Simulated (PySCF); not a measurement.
# C$_{3}$H$_{5}$Br, SMILES `C=CCBr`: electronic structure

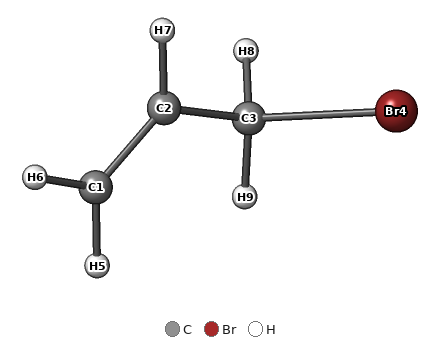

The molecule, with its atoms numbered as below. No frequency check shows the geometry to be a minimum.

Cartesian coordinates (Å):

```
C1       2.7091    0.3665   -0.2730
C2       1.6903   -0.0176    0.4742
C3       0.5848   -0.8729   -0.0240
Br4     -1.1130    0.1348   -0.0273
H5       2.8013    0.0701   -1.3054
H6       3.4969    0.9855    0.1192
H7       1.6049    0.2995    1.5049
H8       0.4042   -1.7291    0.6256
H9       0.7432   -1.1983   -1.0507
```

Part 1: Bonding charge

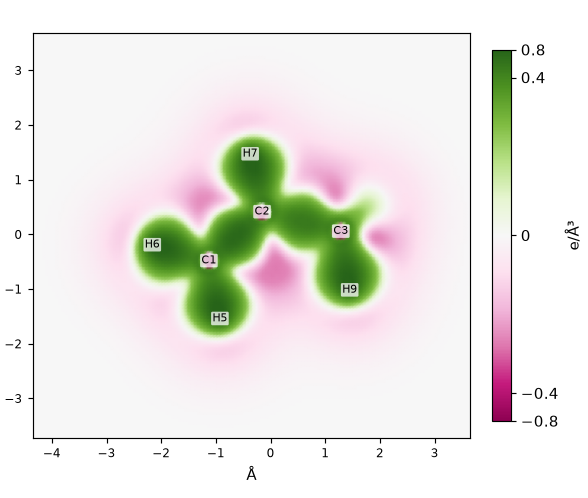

Deformation density (molecule less spherical, spin-averaged free atoms) in the plane of C1, C2, C3, H5, H6, H7 and H9; colour scale in e/Å³, logarithmic beyond ±0.1; green: gain, pink: loss.

Level of theory: PBE0/def2-SVP (PySCF), at a geometry from GFN2-xTB.

**Describe the bonding that the map shows.**

C3–H9: +0.74 e/Å³ at the bond critical point (bond length 1.09 Å, Mayer order 1.0). C2–H7: +0.72 e/Å³ at the bond critical point (bond length 1.08 Å, Mayer order 1.0). C1–H6: +0.72 e/Å³ at the bond critical point (bond length 1.08 Å, Mayer order 1.0). C1–C2: +0.71 e/Å³ at the bond critical point (bond length 1.32 Å, Mayer order 2.0). C1–H5: +0.71 e/Å³ at the bond critical point (bond length 1.08 Å, Mayer order 1.0). C2–C3: +0.52 e/Å³ at the bond critical point (bond length 1.48 Å, Mayer order 1.0). In all, 2.1 electrons gather in the regions of gain relative to the promolecule.

Part 2: Local ionisation energy

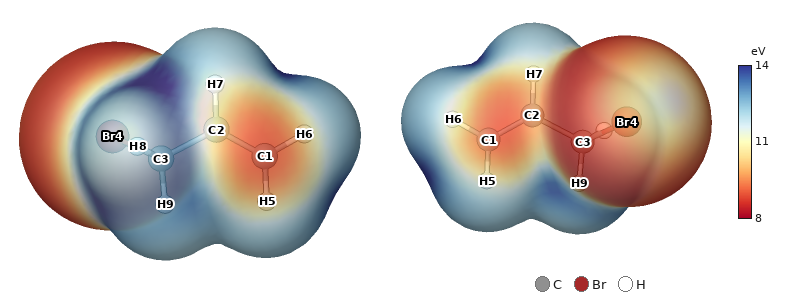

Average local ionisation energy on the surface of electron density 0.001 a.u. (back view left, front view right).

**Where are the most loosely bound electrons on this surface?**

The lowest value is 8.7 eV, 2.3 Å from Br4. Further minima include 8.7 eV, 2.2 Å from Br4; 9.0 eV, off the C1–C2 bond (2.1 to 2.3 Å from its atoms); 9.0 eV, over C1, off the plane of its three bonds (2.0 Å). For comparison, the highest occupied orbital lies at −7.6 eV.

**What volume does the surface enclose, and what is the dipole moment?**

About 109 Å³; the dipole moment is 1.9 D.

Part 3: Localised orbitals

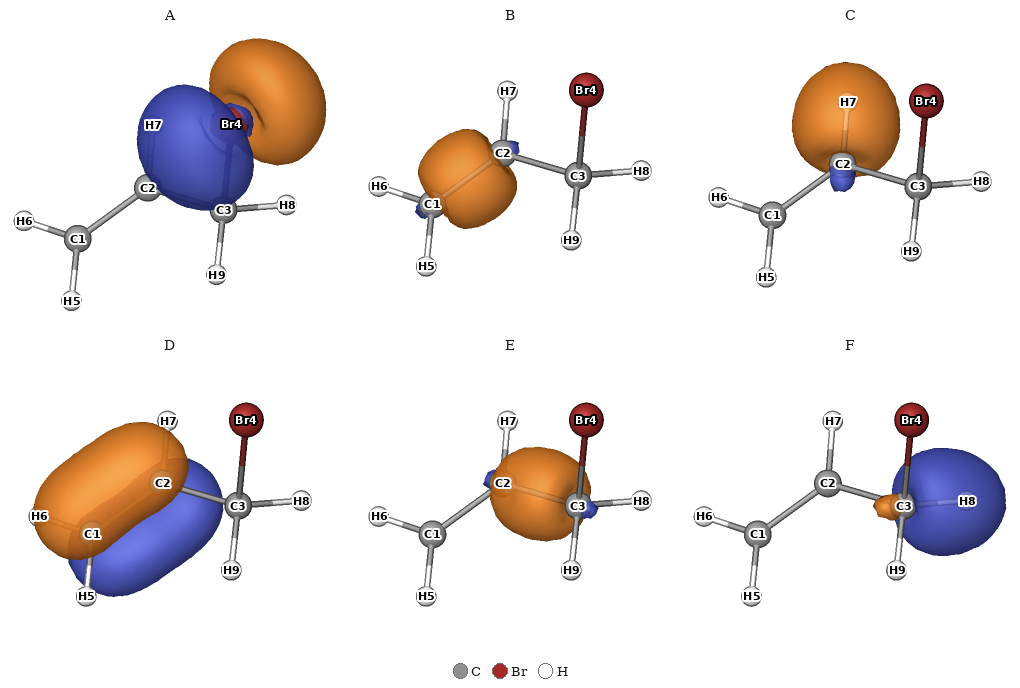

Pipek–Mezey orbitals, occupied; each surface holds about 70 % of the orbital's density. Energies are diagonal elements of the Fock matrix.

Computed with PySCF, HF/cc-pVDZ, geometry: GFN2-xTB.

**What does each orbital represent in a Lewis picture?**

By panel:
- A: lone pair on Br4 (p-type) (Br4 100 %; −11.1 eV)
- B: σ bond C2–C1 (C2 50 %, C1 50 %; −23.7 eV)
- C: σ bond C2–H7 (C2 55 %, H7 44 %; −18.9 eV)
- D: π bond C1–C2 (C1 49 %, C2 49 %; −10.9 eV)
- E: σ bond C3–C2 (C3 51 %, C2 48 %; −21.3 eV)
- F: σ bond C3–H8 (C3 56 %, H8 44 %; −19.2 eV)

The PySCF runs shown took 28 s and 4.4 s on 1 thread of Intel(R) Xeon(R) Processor @ 2.50GHz (Skylake/Cascade Lake), on a shared host.
